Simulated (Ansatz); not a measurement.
# Optical response of Re

What colour and refractive index does Re have at this level of theory?

Main program and level: Ansatz 0.2.0; DFT, PBE, plane-wave PAW, default files, scalar-relativistic, independent-particle optical response without local fields.

### 1. Set-up

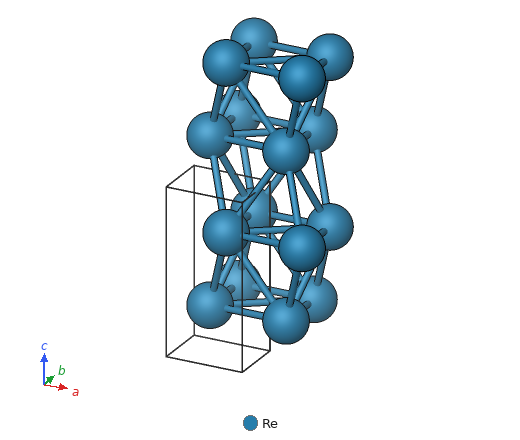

The starting structure, seen slightly off an axis (rhenium blue). 2×2×2 cells are drawn.

### 2. Ground state and bands

First the ground state: is it a metal or has it a gap?

This step: DFT, PBE, plane-wave PAW, default files, scalar-relativistic, ground state (Ansatz 0.2.0).

input.yaml

```yaml
crystal:
  lattice:
    - [2.7608, 0.0, 0.0]
    - [-1.3804, 2.3909229348, 0.0]
    - [0.0, 0.0, 4.4582]
  atoms:
    - { symbol: Re, position: [0.6666666667, 0.3333333333, 0.75] }
    - { symbol: Re, position: [0.3333333333, 0.6666666667, 0.25] }
kpoints:
  mp_grid: { grid: [9, 9, 5] }
  band_path:
    path:
      - [[0.0, 0.0, 0.0], [0.5, 0.0, 0.0], [0.33333333, 0.33333333, 0.0], [0.0, 0.0, 0.0], [0.0, 0.0, 0.5], [0.5, 0.0, 0.5], [0.33333333, 0.33333333, 0.5], [0.0, 0.0, 0.5]]
      - [[0.5, 0.0, 0.5], [0.5, 0.0, 0.0]]
      - [[0.33333333, 0.33333333, 0.0], [0.33333333, 0.33333333, 0.5]]
    npoints: 6
scf:
  occupations: { method: fermi_dirac, width: 0.05 }
  n_extra_bands: 6
hamiltonian:
  xc: pbe
  pseudopotentials: { kind: paw }
output:
  forces: true
  stress: true
  populations: true
  write_bands: true
  write_density: true
  write_potential: true
  elf: true
  volumetric_format: npy
```

Started as:

```
$ ansatz run input.yaml --threads 4 --pin off --max-ram 8192MiB --backend cpu --events-out ev --progress --plain --runs-dir out
```

Numbers of over 12 decimals in the logs are rounded to 6 here.

Output:

```text
scf.n_extra_bands = 6 over 15 filled bands (N_el = 30.0): the run solves 21 bands
Engine: ansatz 0.2.0, x86_64-unknown-linux-gnu
Pseudopotentials: kind: paw
Pseudopotential: Re, paw, valence charge 15, recommended cutoff 420 eV (normal), Re.paw.azcp
Functional definition: PBE
  parameter kappa = 0.804
  parameter beta = 0.066725
  exchange = pbe_x(kappa = kappa, mu = beta*pi^2/3)
  correlation = pbe_c(beta = beta)
Crystal: 2 atoms, lattice volume = 29.428 Å³
Basis set: ecut = 420 eV, 573 PW (Γ), exchange–correlation on 40×40×60 points (8 copies of the dense FFT grid, shifted against one another)
Bands: 21, of which v1, the nominal top of the filled ones, is band 15 counted from 1 (14 counted from 0)
Symmetry: 24 space group operations
Space group: P63/mmc (ITA 194), of the structure as read, at distance tolerance 3.1e-5 Å
k-points: 36 of 405
Non-local potential: Re, projectors of the file, l = 0: 3, l = 1: 2, l = 2: 2, l = 3: 1
PAW form: soft (Blöchl's): semilocal exchange-correlation on the pseudo side does not see the compensation charge
PAW one-centre angular grid: Re, 590 points (default); XC on 64 Gauss nodes
Initial density: superposition of atomic densities (neutral atoms: chi_scale 0, normalization atom), corrected by the library's trained network
Initial wavefunctions: pseudopotential atomic-orbital guess
Functional: x = pbe(κ = 0.804, μ = 0.219515), c = pbe(β = 0.066725)
SCF iter   1: F=—  HF=-21736.144016 eV  |F-HF|=—  |Δ(HF+E_count)|=         —  Δρ=7.90e-3  dr2=6.49e-3  ethr=1.77e-3  ⟨swp⟩=5.7  Hψ=3516  notcnv=0  defer=9
preconditioner: auto → none  [metal: Δε(μ)=0.020 eV  Ē_g=8.085 eV  σ=0.050 eV  W_gap=0.10  n_scr=8 (ndim 8)  ℏωp=25.6 eV  f_vac=0.000  D(μ)=2.49/eV (n_scr^D=34)  sad-step TF]
SCF iter   2: F=—  HF=-21736.146222 eV  |F-HF|=—  |Δ(HF+E_count)|=   2.21e-3  Δρ=4.71e-3  dr2=2.41e-3  ethr=2.16e-5  ⟨swp⟩=1.2  Hψ=1085  notcnv=0  defer=12
SCF iter   3: F=—  HF=-21736.147294 eV  |F-HF|=—  |Δ(HF+E_count)|=   1.07e-3  Δρ=2.56e-4  dr2=9.00e-6  ethr=8.03e-6  ⟨swp⟩=2.4  Hψ=970  notcnv=0  defer=12
SCF iter   4: F=—  HF=-21736.147250 eV  |F-HF|=—  |Δ(HF+E_count)|=   4.44e-5  Δρ=6.59e-5  dr2=4.45e-7  ethr=3.00e-8  ⟨swp⟩=2.2  Hψ=1191  notcnv=0  defer=12
iter 5 did not close the SCF: its close was put off for the readings that it lacked (scf_convergence_deferred on its scf_iter line)
SCF iter   5: F=-21736.147250 eV  HF=-21736.147250 eV  |F-HF|=1.15e-8  |Δ(HF+E_count)|=   2.02e-7  Δρ=1.00e-5  dr2=2.23e-8  ethr=1.48e-9  ⟨swp⟩=3.0  Hψ=1313  notcnv=0  defer=12
SCF iter   6: F=-21736.147250 eV  HF=-21736.147250 eV  |F-HF|=2.55e-11  |Δ(HF+E_count)|=   4.79e-9  Δρ=2.46e-6  dr2=5.51e-10  ethr=7.44e-11  ⟨swp⟩=7.6  Hψ=4384  notcnv=0
SCF 1 converged in 6 iterations: F = -21736.147250 eV  dr2 = 5.51e-10
  greatest PAW one-centre occupation: 1.000 electrons in one spin orbital (limit 2), on the Re atom at site 1 (counted from 0), in its partial waves of l = 0
NSCF: frozen V_eff on 57 k-points
SCF converged after 6 iterations
Free energy (F): -21736.147250 eV
Harris-Foulkes:  -21736.147250 eV  (|F-HF|=2.55e-11)
Internal energy: -21736.127883 eV  (E = F + TS)
E sigma→0 (E₀):  -21736.137566 eV
Entropy (-TS):   -0.019367 eV (-9.683 meV/atom)
Fermi energy:    23.940051 eV
--- Per-component energies (eV) ---
  E_band       = -142.930465
  E_kinetic    = 1083.211192
  E_local      = -1515.041172  (includes V_loc(G=0)·N_el)
  E_nonlocal   = 96.777525
  E_hartree    = 543.913266
  E_xc         = -808.429118
  E_vxc        = -608.776040  (∫ρ·V_xc dr)
  E_paw        = -17317.964225  (= ΣΔE_a)
  E_vpaw       = -286.928562  (= ΣTr[D̂ρ^β])
  E_aug_tail   = -0.000151  (compensation charges beyond the density's cutoff)
  E_ewald      = -3818.595200
  E_smearing   = -0.019367  (= −TS)
  E_closure    = 0.000000  (closes the sum)
  Σ components = -21736.147250   (vs F -21736.147250, Δ=0.00e0)
--- Forces (eV/Å), atoms counted from 1 ---
  atom   1  Re    -0.00000000    -0.00000000    -0.00000000
  atom   2  Re     0.00000000     0.00000000     0.00000000
  max |Σ_I F_I| component: 9.25e-18 eV/Å
--- Stress (GPa, compression-positive) ---
        6.721042      -0.000000       0.000000
        0.000000       6.721042      -0.000000
        0.000000      -0.000000       4.891545
  P = ⅓ Tr σ = 6.1112 GPa (61.112 kbar)
--- Band table (eV; the first three rows and the last of 36) ---
  k-point 0: bands = [... 11 lower, 22.4148, 22.4157, 23.2538, 23.2538, 24.1837, 24.1837, 24.5992, 27.3656, ... 2 higher]
  k-point 1: bands = [... 11 lower, 22.2393, 22.2393, 22.9783, 22.9783, 23.4360, 24.7915, 24.7915, 27.3842, ... 2 higher]
  k-point 2: bands = [... 11 lower, 21.8809, 22.1800, 22.1800, 22.4778, 22.4778, 25.9831, 25.9831, 27.0081, ... 2 higher]
  k-point 35: bands = [... 11 lower, 20.5147, 21.8399, 21.8399, 23.8303, 24.5642, 27.3516, 27.3516, 32.6976, ... 2 higher]
--- Löwdin populations: 2 sites ---
  site symbol       q [e]
     0     Re     14.8474
     1     Re     14.8474
  spilling = 0.010172 (of n_electrons = 30.000000)
```

Elapsed: 0.52 s, on 4 threads of Intel Xeon Platinum 8488C (Sapphire Rapids), shared host; peak memory 0.34 GiB.

The column dr2 measures how far the density is from self-consistency, as an energy; F and HF (Harris–Foulkes) agree once it is small.

Read-outs, printed or worked out from the files:

```
free energy         : -21736.1472 eV
Fermi energy        : 23.94 eV
electrons           : 30
symmetry operations : 24
pressure            : 6.111 GPa
volume              : 29.43 Å³
gap on the path     : 0 eV
```

There are states at the Fermi level within the smearing, so the occupations stay smeared and the carriers get a Drude term. The cell is left with a pressure of 6.1 GPa, as it stands unrelaxed at this level.

Electronic bands along the path, in eV, zero at the Fermi level; # counts the bands kept:

| point | #4 | #5 | #6 | #7 | #8 | #9 | #10 | #11 |
| --- | --- | --- | --- | --- | --- | --- | --- | --- |
| Γ | -1.52 | -1.52 | -0.69 | -0.69 | 0.24 | 0.24 | 0.66 | 3.43 |
| M | -1.88 | -1.68 | -1.32 | -0.54 | 4.05 | 4.46 | 4.58 | 6.14 |
| K | -3.31 | -2.08 | -2.08 | 0.02 | 3.10 | 3.10 | 3.58 | 6.54 |
| Γ | -1.52 | -1.52 | -0.69 | -0.69 | 0.24 | 0.24 | 0.66 | 3.43 |
| A | -2.33 | -1.65 | -1.65 | -1.65 | -1.65 | 2.62 | 2.62 | 2.62 |
| L | -4.04 | 0.44 | 0.44 | 0.96 | 0.96 | 4.36 | 4.36 | 4.84 |
| H | -3.68 | -2.10 | -2.10 | 0.12 | 0.12 | 3.42 | 3.42 | 9.60 |
| A | -2.33 | -1.65 | -1.65 | -1.65 | -1.65 | 2.62 | 2.62 | 2.62 |
| jump to L | -4.04 | 0.44 | 0.44 | 0.96 | 0.96 | 4.36 | 4.36 | 4.84 |
| M | -1.88 | -1.68 | -1.32 | -0.54 | 4.05 | 4.46 | 4.58 | 6.14 |
| jump to K | -3.31 | -2.08 | -2.08 | 0.02 | 3.10 | 3.10 | 3.58 | 6.54 |
| H | -3.68 | -2.10 | -2.10 | 0.12 | 0.12 | 3.42 | 3.42 | 9.60 |

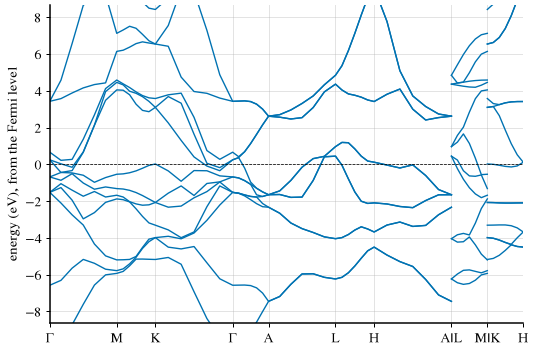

Electronic bands along the path.

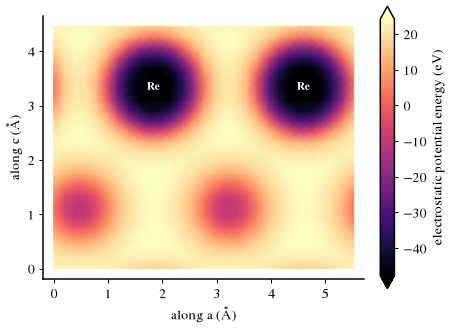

Electrostatic potential energy in the ac plane at fractional y = 0.333, with atoms of Re within 0.2 Å of it. With pseudopotentials it is smooth inside the atoms' cores, unlike the true potential.

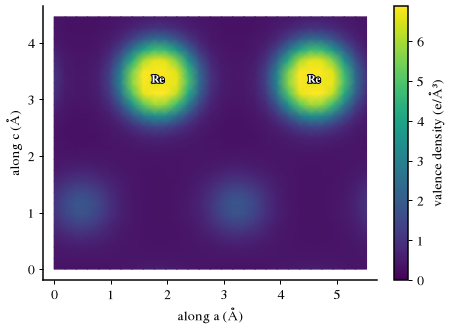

Valence density in the ac plane at fractional y = 0.333, with atoms of Re within 0.2 Å of it. It is the smooth field of the valence electrons, not physical close to the nuclei.

### 3. Spectrum

The spectrum is a sum over vertical transitions between filled and empty bands at the fixed density, so many empty bands are needed.

This step: DFT, PBE, plane-wave PAW, default files, scalar-relativistic, independent-particle optical response without local fields (Ansatz 0.2.0).

input.yaml, the sections that differ from step 2:

```yaml
kpoints:
  mp_grid: { grid: [12, 12, 7] }
scf:
  occupations: { method: fermi_dirac, width: 0.05 }
output:
  optics:
    e_range: [0, 20]
    de: 0.05
    sigma: 0.1
    drude_damping: 0.03
    nscf_kmesh: { grid: [15, 15, 8] }
    bands: { spectra_wanted_up_to: 20 }
# crystal, hamiltonian: as in step 2
```

Output:

```text
[...]
Crystal: 2 atoms, lattice volume = 29.428 Å³
Basis set: ecut = 420 eV, 573 PW (Γ)
Bands: 19, of which v1, the nominal top of the filled ones, is band 15 counted from 1 (14 counted from 0)
[... 1 set-up line as in the run before ...]
[...]
k-points: 76 of 1008
[...]
SCF iter   1: F=—  HF=-21736.148701 eV  |F-HF|=—  |Δ(HF+E_count)|=         —  Δρ=7.86e-3  dr2=6.17e-3  ethr=1.77e-3  ⟨swp⟩=5.8  Hψ=6555  notcnv=0
[...]
SCF iter   8: F=-21736.152307 eV  HF=-21736.152307 eV  |F-HF|=3.64e-12  |Δ(HF+E_count)|=  3.64e-12  Δρ=6.30e-8  dr2=2.36e-13  ethr=1.00e-12  ⟨swp⟩=2.0  Hψ=2900  notcnv=0
SCF 1 converged in 8 iterations: F = -21736.152307 eV  dr2 = 2.36e-13
[...]
NSCF: frozen V_eff on 135 k-points
output.optics: what the bands over the 36 summed would add to eps1, eps2 and the energy-loss function is held between a lower and an upper bound (5 Lanczos steps). eps1, eps2 and their loss function (loss_summed_bands) are given on every row as the summed bands alone make them. Along an axis, on a row where the two bounds hold the loss function to about 1 % of the greater of itself and 0.5 % of |1/eps|, its cell (loss_completed) is given, with the completed eps1 and eps2 that it is formed of (a cell that is left empty reads nan in the table and null in the record). The two bounds hold it so along every axis on all 400 rows up to 20.000 eV. [rest of the remark cut]
SCF converged after 8 iterations
Free energy (F): -21736.152307 eV
[...]
Internal energy: -21736.140051 eV  (E = F + TS)
E sigma→0 (E₀):  -21736.146179 eV
Entropy (-TS):   -0.012255 eV (-6.128 meV/atom)
Fermi energy:    23.985871 eV
[...]
--- Band table (eV; the first three rows and the last of 76) ---
  k-point 0: bands = [... 11 lower, 22.4115, 22.4164, 23.2502, 23.2502, 24.1839, 24.1839, 24.6009, 27.3656]
  k-point 1: bands = [... 11 lower, 22.3014, 22.3014, 23.0999, 23.0999, 23.9393, 24.5178, 24.5178, 27.3889]
  k-point 2: bands = [... 11 lower, 22.1700, 22.1700, 22.6614, 22.7577, 22.7577, 25.2789, 25.2789, 27.3062]
  k-point 75: bands = [... 11 lower, 20.4575, 21.8386, 21.8386, 23.8671, 24.3863, 27.3541, 27.3541, 32.9982]
```

Run time: 70 s. Hardware: 4 threads; peak memory 1.2 GiB; 4.5 min of CPU time.

This step gave:

| Quantity | Value |
| --- | --- |
| main peak of the optical conductivity above 1 eV, first axis | 4.443 eV |
| Drude plasma energy, first axis | 6.999 eV |
| bands summed | 36 |
| spectra valid up to | 31.94 eV |
| program's estimate of the k-sum error in Im epsilon | 0.11 % |
| electrons in the f-sum | 25.84 |

The Im ε has structure finer than the step of the table below, so its rows give means over 2 eV, whole bins alone (the curve runs from 0.3 to 20 eV). Peaks (eV: height): E ∥ x or y 2.6: 36.4, 3.1: 32.9, 4.4: 33.7; E ∥ z 3.1: 25.9, 5.3: 23.7.

Table of Im ε by photon energy; means over each step:

| photon energy (eV) | E ∥ x or y | E ∥ z |
| --- | --- | --- |
| 2 | 27.0 | 23.8 |
| 4 | 26.4 | 19.7 |
| 6 | 10.8 | 12.6 |
| 8 | 3.84 | 4.32 |
| 10 | 3.63 | 4.24 |
| 12 | 3.32 | 3.45 |
| 14 | 2.68 | 3.45 |
| 16 | 4.63 | 3.93 |
| 18 | 2.90 | 2.83 |

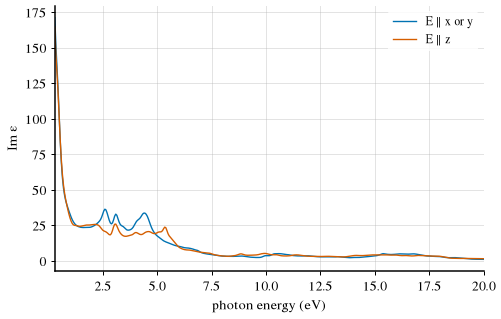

Im ε, plotted against photon energy.

Re ε against photon energy:

| photon energy (eV) | E ∥ x or y | E ∥ z |
| --- | --- | --- |
| 2 | 8.83 | -4.37 |
| 4 | 5.57 | 1.14 |
| 6 | -8.38 | -10.8 |
| 8 | -4.11 | -3.42 |
| 10 | 0.231 | -1.35 |
| 12 | -1.13 | -1.01 |
| 14 | 0.302 | 0.596 |
| 16 | 0.0157 | -1.06 |
| 18 | -2.31 | -2.27 |
| 20 | -1.43 | -1.18 |

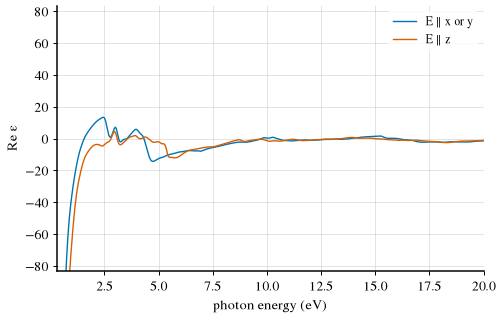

Re ε, plotted against photon energy. Below 1 eV the curve runs off the scale.

The loss function −Im 1/ε at q → 0 has structure finer than the step of the table below, so its rows give means over 1 eV, whole bins alone (the curve runs from 0.3 to 20 eV). Peaks (eV: height): E ∥ x or y 9.7: 0.413, 13.8: 0.448; E ∥ z 8.6: 0.246, 9.4: 0.236, 13.6: 0.358.

Loss function −Im 1/ε at q → 0 against energy loss; means over each step:

| energy loss (eV) | E ∥ x or y | E ∥ z |
| --- | --- | --- |
| 1 | 0.0180 | 0.00956 |
| 2 | 0.0361 | 0.0374 |
| 3 | 0.0338 | 0.0479 |
| 4 | 0.0375 | 0.0535 |
| 5 | 0.0373 | 0.0468 |
| 6 | 0.0578 | 0.0500 |
| 7 | 0.0687 | 0.0840 |
| 8 | 0.125 | 0.157 |
| 9 | 0.229 | 0.220 |
| 10 | 0.296 | 0.203 |
| 11 | 0.216 | 0.245 |
| 12 | 0.279 | 0.275 |
| 13 | 0.341 | 0.325 |
| 14 | 0.399 | 0.291 |
| 15 | 0.248 | 0.242 |
| 16 | 0.211 | 0.238 |
| 17 | 0.193 | 0.243 |
| 18 | 0.217 | 0.212 |
| 19 | 0.231 | 0.288 |

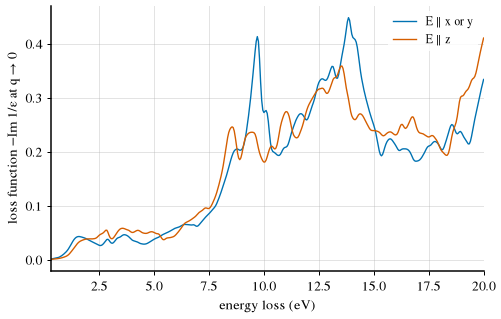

Loss function −Im 1/ε at q → 0, plotted against energy loss.

Table of refractive index n and extinction k by photon energy:

| photon energy (eV) | n, E ∥ x or y | k, E ∥ x or y | n, E ∥ z | k, E ∥ z |
| --- | --- | --- | --- | --- |
| 2.5 | 4.91 | 3.35 | 3.01 | 3.59 |
| 5.0 | 2.13 | 4.14 | 2.98 | 3.31 |
| 7.5 | 0.865 | 2.54 | 0.990 | 2.50 |
| 10.0 | 1.40 | 1.31 | 1.42 | 1.83 |
| 12.5 | 1.05 | 1.36 | 1.14 | 1.35 |
| 15.0 | 1.60 | 1.09 | 1.43 | 1.46 |
| 17.5 | 0.955 | 1.76 | 1.03 | 1.69 |
| 20.0 | 0.416 | 1.27 | 0.611 | 1.25 |

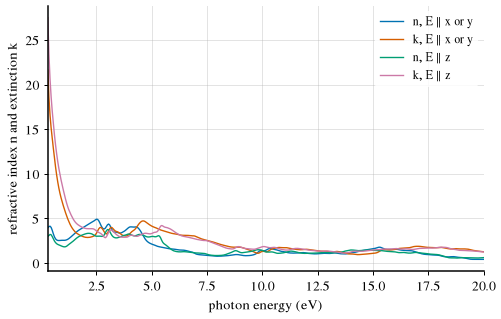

Refractive index n and extinction k against photon energy.

Values under 1 per cm are given as 1. Table of absorption coefficient by photon energy:

| photon energy (eV) | E ∥ x or y (1/cm) | E ∥ z (1/cm) |
| --- | --- | --- |
| 2.00 | 5.9e5 | 7.9e5 |
| 4.00 | 1.3e6 | 1.2e6 |
| 6.00 | 2.0e6 | 2.2e6 |
| 8.00 | 1.8e6 | 1.7e6 |
| 10.00 | 1.3e6 | 1.9e6 |
| 12.00 | 1.9e6 | 1.8e6 |
| 14.00 | 1.4e6 | 1.8e6 |
| 16.00 | 2.5e6 | 2.6e6 |
| 18.00 | 3.2e6 | 3.2e6 |
| 20.00 | 2.6e6 | 2.5e6 |

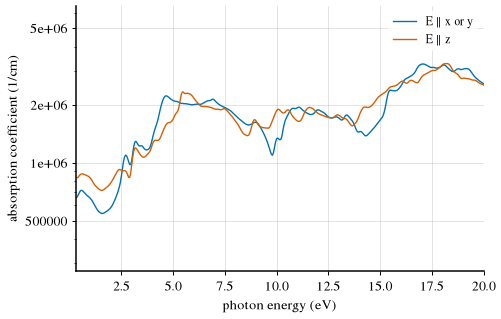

Absorption coefficient against photon energy.

From ε follow the optical constants at some laser and lamp lines:

| wavelength (nm) | n xy | k xy | R (%) xy | 1/α xy | n z | k z | R (%) z | 1/α z |
| --- | --- | --- | --- | --- | --- | --- | --- | --- |
| 1550 | 2.53 | 8.399 | 87.8 | 15 nm | 2.04 | 10.596 | 93.3 | 12 nm |
| 1064 | 2.62 | 5.194 | 73.8 | 16 nm | 1.92 | 6.602 | 85.3 | 13 nm |
| 800 | 3.39 | 3.466 | 56.7 | 18 nm | 2.69 | 4.566 | 68.8 | 14 nm |
| 532 | 4.63 | 2.980 | 54.4 | 14 nm | 3.21 | 3.843 | 60.5 | 11 nm |
| 450 | 3.99 | 3.875 | 60.0 | 9.2 nm | 2.99 | 3.186 | 54.1 | 11 nm |
| 308 | 4.05 | 3.347 | 55.9 | 7.3 nm | 3.22 | 3.091 | 52.9 | 7.9 nm |
| 248 | 2.13 | 4.140 | 68.4 | 4.8 nm | 2.98 | 3.314 | 55.6 | 6.0 nm |

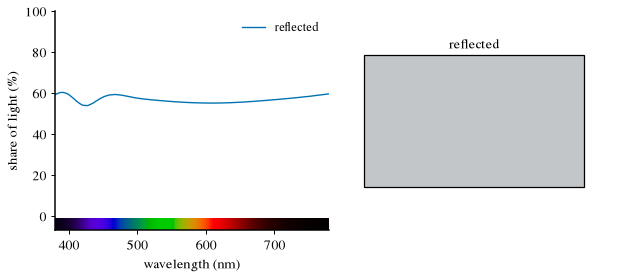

Light reflected across the visible range, with the colour that it makes of daylight (sRGB).

In reflection the computed colour is light grey: x = 0.309, y = 0.327, luminous reflectivity 56 %.

### 4. Results

```
gap on the path                                              : 0 eV
main peak of the optical conductivity above 1 eV, first axis : 4.44 eV
Drude plasma energy, first axis                              : 7.00 eV
```

At this level (PBE, independent particles) Re is a metal with a Drude plasma energy of 7.0 eV along x, 7.0 eV along y and 8.8 eV along z; it reflects 54 % at 550 nm for E ∥ x. Along x the bare Drude plasma energy is 7.0 eV; Re ε first rises through zero at 1.57 eV, far lower, because interband transitions screen the carriers. Im ε is 23 there, so the loss peak at that energy is weak. In reflection the computed colour is light grey: x = 0.309, y = 0.327, luminous reflectivity 56 %. In the base run ε includes the program's bounded estimate of what the bands above those summed add. The carriers' damping of 0.03 eV is typed, not computed; at 0.8 eV the carriers give 7 % of Im ε along the first axis; the rest comes from the sum over bands, which at low energy also holds close bands and the noise of the mesh. Spin-orbit coupling is left out although heavy atoms are present. The Fermi-Dirac width of 0.05 eV acts as an electron temperature of 580 K in the carriers' term.

[Logs are printed without paths, hosts, clocks, repeated set-up lines and the standing remarks that a program may print on its own settings, such as how far it seeks lower states.]

[Hosts, paths, dates, database ids (printed as entryN), source tags and the programs' standing remarks are cut or masked in the printed files.]
